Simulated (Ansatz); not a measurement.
# UHSE06/aug-cc-pVDZ run of SiF3 (trifluorosilyl)

Aim: the electronic atomisation energy of SiF3 (trifluorosilyl) at UHSE06/aug-cc-pVDZ, from 3 runs. 

The calculation is run with Ansatz 0.2.0.

20 further runs of the same task are left out: 20 set aside as unsound or not needed.

**1. The molecule**

SiF3 has 4 atoms, charge 0, and is taken as a doublet. As SMILES, `F[Si](F)F`. The coordinates come from a PBE0-D4/def2-TZVP relaxation.

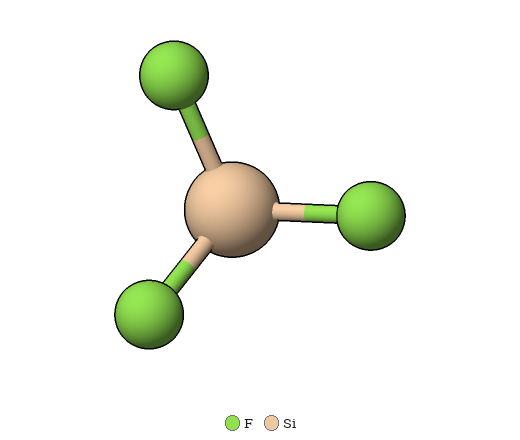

Viewed from a chosen angle; fluorine green, silicon light orange.

**2. A single-point energy at UHSE06/aug-cc-pVDZ**

File run.yaml:

```yaml
crystal:
  periodic: [false, false, false]
  atoms:
    - {symbol: F, position_ang: [0.784850, -0.507040, 1.151700]}
    - {symbol: Si, position_ang: [-0.282750, 0.213060, 0.234280]}
    - {symbol: F, position_ang: [-0.994260, -0.892250, -0.644340]}
    - {symbol: F, position_ang: [0.492160, 1.186230, -0.741640]}
basis:
  gaussian: {orbitals: aug-cc-pVDZ}
magnetization: {spin_polarized: true, initial_magnetization: 1}
hamiltonian: {xc: {name: HSE06}}
accuracy: high
output: {orbitals: {seedname: orbitals}}
```

The run is started by

```bash
$ ansatz run run.yaml --threads 1 --pin off --max-ram 3480MiB --events-out events.jsonl --progress --plain --runs-dir runs
```

Log:

```text
Warning: RAYON_NUM_THREADS=1 ignored (pool sized by the plan → 1); use --threads N
Functional definition: HSE06
  name "HSE06"
  parameter a = 0.25
  parameter omega = 0.11/bohr
  exchange = pbe_x - a*pbe_x_sr(omega) + a*exact_x_sr(omega)
  correlation = pbe_c
1923 factors; integrals over basis functions are off by at most 3.1e-9 eV
116 factors; integrals over basis functions are off by at most 1.3e-9 eV
mean field evaluation 1: about -16016.7349 eV, gradient 3.6e1 eV
mean field evaluation 2: about -16010.1281 eV, gradient 5.9e1 eV
mean field evaluation 4: about -16020.7142 eV, gradient 4.0e-1 eV
mean field evaluation 8: about -16020.8295 eV, gradient 7.1e-3 eV
mean field evaluation 16: about -16020.8295 eV, gradient 4.5e-6 eV
mean field -16020.82950719 eV, -588.7546250811 hartree, gradient 2.0e-8 eV, S^2 0.751092; 0 other end points of the search recorded, 0 dependent functions left out
reference -16020.82951211 eV, -588.7546252617 hartree; 21, 20 occupied and 75, 76 virtual orbitals, 1923 factors
Total energy: -16020.82951211 eV, -588.7546252617 hartree
```

It took 13 s on 1 thread of Arm Neoverse V1, shared host; peak memory 0.43 GiB.

**3. The F atom at the same level**

File input.yaml:

```yaml
crystal:
  periodic: [false, false, false]
  atoms:
    - {symbol: F, position_ang: [0.000000, 0.000000, 0.000000]}
basis:
  gaussian: {orbitals: aug-cc-pVDZ}
magnetization: {spin_polarized: true, initial_magnetization: 1}
hamiltonian: {xc: hse06}
accuracy: high
```

Run the same way, it converges to -99.64249 Eh (log not shown).

**4. The Si atom**

File in.yaml:

```yaml
crystal:
  periodic: [false, false, false]
  atoms:
    - {symbol: Si, position_ang: [0.000000, 0.000000, 0.000000]}
basis:
  gaussian: {orbitals: aug-cc-pVDZ}
magnetization: {spin_polarized: true, initial_magnetization: 2}
hamiltonian: {xc: hse06}
accuracy: high
```

Run the same way, it converges to -289.24174 Eh (log not shown).

**5. What came out**

At UHSE06/aug-cc-pVDZ:

| quantity | value |
| --- | --- |
| molecule: total energy | -588.75463 Eh |
| molecule: HOMO energy (highest over α and β) | -7.59 eV |
| molecule: LUMO energy (lowest over α and β) | -3.96 eV |
| molecule: ⟨S²⟩ | 0.751 |
| F atom: total energy | -99.64249 Eh |
| F atom: ⟨S²⟩ | 0.752 |
| Si atom: total energy | -289.24174 Eh |
| Si atom: ⟨S²⟩ | 2.005 |
| electronic atomisation energy | 15.930 eV |

What this shows: Taking the molecule apart into free atoms costs 15.93 eV (1537 kJ/mol), before zero-point energy and without spin-orbit coupling.
